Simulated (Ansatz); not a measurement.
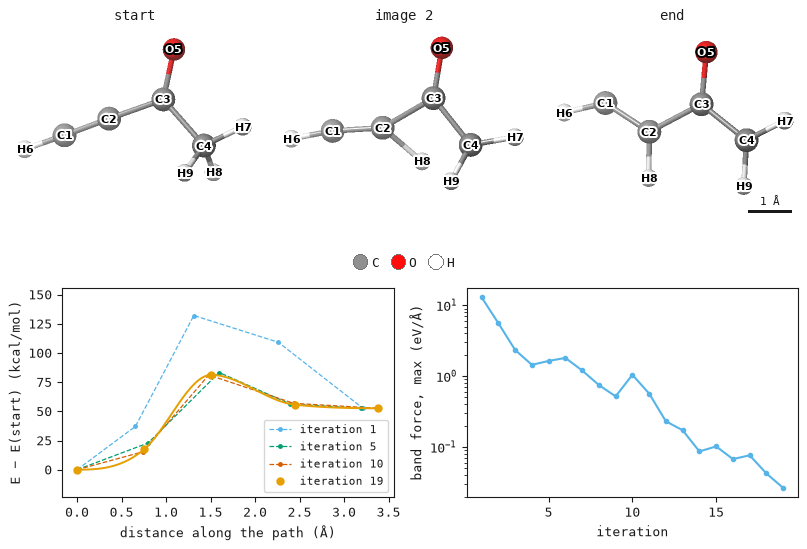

A nudged-elastic-band calculation for C4H4O. Images are numbered from 0 (start) to 4 (end). The plot follows the band through its iterations. Style: ball-and-stick. Shown at a tilt.

These are results of UKS PBE0-D4/6-31G* (Ansatz 0.2.0), not measurements.

Input file:
```yaml
crystal:
  periodic: [false, false, false]
  atoms:
    - { symbol: C, position_ang: [-0.686068, 2.154016, -0.192826] }
    - { symbol: C, position_ang: [-0.060263, 1.122947, -0.270134] }
    - { symbol: C, position_ang: [0.678967, -0.130388, -0.350649] }
    - { symbol: C, position_ang: [0.036939, -1.305161, 0.3381] }
    - { symbol: O, position_ang: [1.737713, -0.195764, -0.939575] }
    - { symbol: H, position_ang: [-1.2243, 3.074948, -0.135806] }
    - { symbol: H, position_ang: [0.672849, -2.185332, 0.227025] }
    - { symbol: H, position_ang: [-0.951732, -1.499248, -0.093477] }
    - { symbol: H, position_ang: [-0.115803, -1.082318, 1.400243] }
magnetization:
  spin_polarized: true
basis:
  gaussian: { orbitals: "6-31G*" }
hamiltonian:
  xc: pbe0
  dispersion: d4
neb:
  order_check: false
  images: 3
  f_tol: 0.05
  max_iterations: 60
  climbing: true
  final_atoms:
    - { symbol: C, position_ang: [-0.49666457, 1.95247637, -0.44951539] }
    - { symbol: C, position_ang: [-0.50658121, 0.71628526, 0.00246854] }
    - { symbol: C, position_ang: [0.61424908, -0.24255634, -0.222216] }
    - { symbol: C, position_ang: [0.47949911, -1.56317015, 0.31843876] }
    - { symbol: O, position_ang: [1.63109522, 0.07740848, -0.85206492] }
    - { symbol: H, position_ang: [-1.15631304, 2.80967717, -0.42383607] }
    - { symbol: H, position_ang: [1.28749548, -2.26848659, 0.16014545] }
    - { symbol: H, position_ang: [-1.3677307, 0.35078831, 0.57282952] }
    - { symbol: H, position_ang: [-0.39674737, -1.87872252, 0.87665112] }
  initial_path:
    images:
      - { positions_ang: [[-0.686068, 2.154016, -0.192826], [-0.060263, 1.122947, -0.270134], [0.678967, -0.130388, -0.350649], [0.036939, -1.305161, 0.3381], [1.737713, -0.195764, -0.939575], [-1.2243, 3.074948, -0.135806], [0.672849, -2.185332, 0.227025], [-0.951732, -1.499248, -0.093477], [-0.115803, -1.082318, 1.400243]] }
      - { positions_ang: [[-0.7078672, 2.05203124, -0.19496677], [-0.1099113, 1.04402902, -0.26663196], [0.62185377, -0.19750369, -0.34652595], [0.05188766, -1.37160873, 0.34848834], [1.70235657, -0.24959344, -0.94233757], [-1.2740884, 2.99985892, -0.1526746], [0.67451911, -2.24982194, 0.23760889], [-0.75426277, -0.92129861, -0.13637314], [-0.11618545, -1.15239277, 1.43631376]] }
      - { positions_ang: [[-0.72966639, 1.95004649, -0.19710755], [-0.15955959, 0.96511103, -0.26312992], [0.56474054, -0.26461938, -0.3424029], [0.06683633, -1.43805646, 0.35887669], [1.66700013, -0.30342288, -0.94510014], [-1.3238768, 2.92476983, -0.16954319], [0.67618921, -2.31431187, 0.24819277], [-0.55679354, -0.34334922, -0.17926928], [-0.11656789, -1.22246754, 1.47238453]] }
      - { positions_ang: [[-0.61316548, 1.95126143, -0.32331147], [-0.3330704, 0.84069815, -0.13033069], [0.58949481, -0.25358786, -0.28230945], [0.27316772, -1.50061331, 0.33865772], [1.64904768, -0.1130072, -0.89858253], [-1.24009492, 2.8672235, -0.29668963], [0.98184235, -2.29139923, 0.20416911], [-0.96226212, 0.00371955, 0.19678012], [-0.25665763, -1.55059503, 1.17451782]] }
      - { positions_ang: [[-0.49666457, 1.95247637, -0.44951539], [-0.50658121, 0.71628526, 0.00246854], [0.61424908, -0.24255634, -0.222216], [0.47949911, -1.56317015, 0.31843876], [1.63109522, 0.07740848, -0.85206492], [-1.15631304, 2.80967717, -0.42383607], [1.28749548, -2.26848659, 0.16014545], [-1.3677307, 0.35078831, 0.57282952], [-0.39674737, -1.87872252, 0.87665112]] }
```

Launched with:
```bash
ansatz run input.yaml --threads 2 --pin off --max-ram 3072MiB --backend cpu --events-out ev --progress --plain --runs-dir out
```

> How did the profile develop, and is the result final?

The run is converged, with reservations. The band converged in 19 iterations. The largest component of the band force went from 13 to 0.026 eV/Å. The climbing image converged on the top of the path. Its curvatures weren't checked. So few images resolve the path coarsely. The first iteration put the highest image at 132.1 kcal/mol. The highest point, image 2, lies 81.2 kcal/mol above the start and 28.6 kcal/mol above the end; the end is at +52.6 kcal/mol relative to the start.

The run took 3.6 min on 2 threads of Intel(R) Xeon(R) Platinum 8259CL CPU @ 2.50GHz (Skylake/Cascade Lake), on a shared host, peak memory 0.25 GiB.
